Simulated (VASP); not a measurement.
Band structure of BN (hex). Calculation: PBEsol GGA, VASP's PBE PAW potentials (set 64) (plane waves; VASP 6.6.1).

Without a dispersion term in the relaxation, distances and binding between the weakly bound layers, chains or molecules are unreliable, and so is what depends on them.

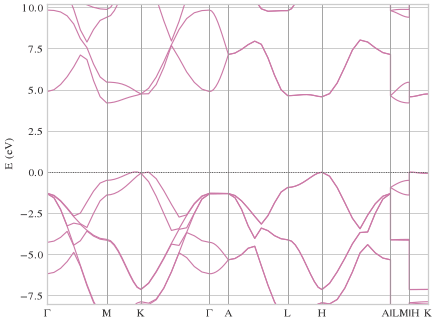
Fig. 1. Bands along high-symmetry lines, zero at the valence-band maximum or, without a gap, the Fermi level

### Question
Read the plot: is there a gap, and where are the band edges?

### Answer
The gap is indirect, 4.19 eV, from the valence maximum at M-K at 0.89 to the conduction minimum at M. (Edges off the drawn lines would not show.)

The compound is BN in the hex structure. It was relaxed first.
